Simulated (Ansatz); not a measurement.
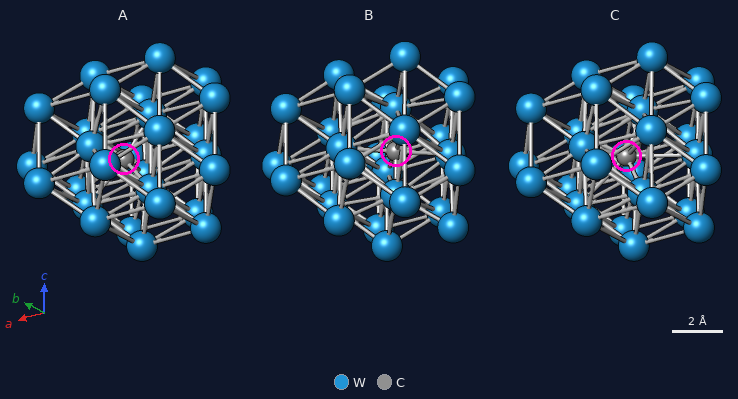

3 geometries from a converged minimum-energy path of W with an interstitial C (17 atoms in the cell), shuffled. The picture is a ball-and-stick view of the atoms within 4.4 Å of the middle of the path, seen from a free direction. The moving atom is ringed, with any periodic copies. Bonds to atoms that aren't drawn are left out.

All numbers below come from DFT PBE, scalar-relativistic, plane waves, PAW (Ansatz). Run with plane-wave cutoff 420 eV; k-point mesh 3 × 3 × 3; Gaussian smearing 0.05 eV; 5 movable images; climbing image; force threshold 0.03 eV/Å; iteration limit 68; starting path by image-dependent pair potential.

Question: Which frame is the transition state?

Answer: C. In order along the path, whose images run from 0 to 6: B (image 0, 0.00 eV), C (image 3, +1.56 eV), A (image 5, +0.37 eV). The C atom travels furthest, 1.53 Å from end to end, along +a, on a straight line. At the highest image its nearest neighbour (W) is 1.95 Å away, against 1.89 Å at the start, and the surrounding atoms stand up to 0.06 Å off the mean of their end positions.

Limits of the set-up: the periodic images lie only 6.3 Å apart, so the values are limited by the cell's size.

PAW datasets: the set soft_1.
